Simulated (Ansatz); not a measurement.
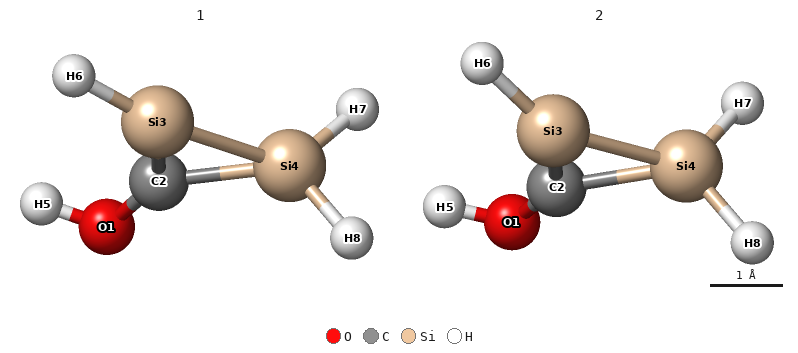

Two geometries of CH₄OSi₂, drawn at one scale. One is the start of a relaxation, the other its converged end. Style: ball-and-stick. Shown from a free direction.

All numbers below come from Ansatz 0.2.0, RKS PBE0-D4/def2-SVP. (no spin polarisation; force threshold 0.02 eV/Å; at most 40 steps)

Question: Which of the two is the end point?

Answer: Structure 2 is the relaxed one. The run prepares the start of a later molecular dynamics calculation, from a guessed geometry. After 6 accepted moves (7 points after the start) the energy has fallen by 23.7 kJ/mol. The largest force component goes from 1.8 to 0.0056 eV/Å. The line search rejected the trial step at point 3 of the run. The largest move after the best rigid fit is that of H6, 0.22 Å. Largest moves by element: H 0.22 Å, Si 0.13 Å, O 0.12 Å, C 0.09 Å. Near-neighbour distances that change, for instance: Si3–Si4 2.309 → 2.235 Å, O1–C2 1.387 → 1.330 Å, C2–Si3 1.799 → 1.754 Å, Si3–H6 1.476 → 1.497 Å. Among the angles between lasting bonds that change: Si4–Si3–H6 168.2° → 153.9°, C2–Si4–H7 125.3° → 116.9°, C2–Si3–H6 126.3° → 131.8°.
